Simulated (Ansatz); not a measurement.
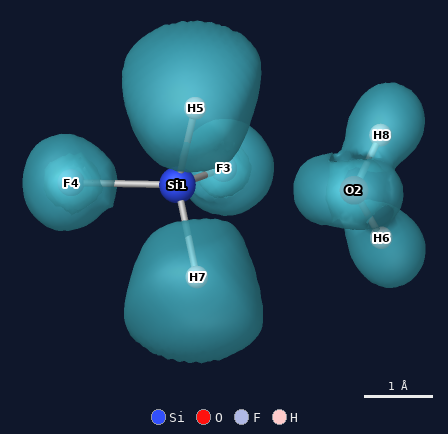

Figure. F2H2Si···H2O. Isosurface of the ELF at 0.8 (cyan), seen across its widest extent. Core shells and regions of very low density are left out.

The product side of a reaction path; geometry: PBE0-D4/def2-TZVP; a saddle point, not a minimum.

Level of theory: Ansatz 0.2.0, RKS PBE0-D4/def2-TZVPP.

```xyz
8

Si   -0.8299    0.6180   -0.0604
O     1.2732   -0.9434    0.5005
F    -0.2959    0.2575   -1.5192
F    -2.0968    1.5562   -0.3149
H     0.1461    1.4516    0.6585
H     1.1236   -1.7927    0.0760
H    -1.3517   -0.5814    0.6134
H     2.0314   -0.5659    0.0460
```

> Where are the electrons localised?

At this value the surface marks out two regions around hydrogen nuclei, two regions wrapped around F (its lone pairs, merged into a ring or cap) and one joined region spread over several atoms (H, O), in which their bonds and any lone pairs are merged. Profiles from the grid: Si1···O2 (2.68 Å): the ELF is about 0.10 at the midpoint. Si–F (1.59 Å): the ELF peaks at about 0.85 in the valence shell of F, 0.6 Å from its nucleus, and is about 0.50 at the midpoint.
